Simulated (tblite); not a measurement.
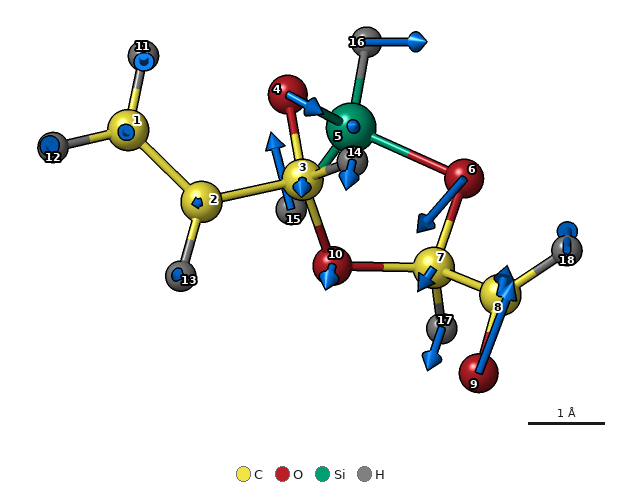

This is a relaxation of C$_{5}$H$_{8}$O$_{4}$Si. The starting structure is drawn; blue arrows show the displacements, at their true length. The two geometries are superimposed by the best rigid fit.

Style: ball-and-stick. Shown from a free direction.

Level of theory: tblite, GFN2-xTB geometry optimisation, gas phase. 

**Describe the change and its energy.**

The largest move after the best rigid fit is that of O9, 1.34 Å. Largest moves by element: O 1.34 Å, H 1.23 Å, C 0.49 Å, Si 0.20 Å. Among the contacts that change: Si5–O10 2.435 → 2.822 Å, O4–Si5 1.733 → 1.630 Å, Si5–O6 1.741 → 1.646 Å, C7–C8 1.471 → 1.526 Å. Among the angles between lasting bonds that change: C3–O4–Si5 103.4° → 122.4°, Si5–O6–C7 103.6° → 116.0°, C7–C8–H18 124.0° → 111.8°. Groups turn about Si5–O6 by about 70°, O6–C7 by about 60°, C3–O10 by about 30°. The energy falls by 1.214 eV in 112 geometry steps.
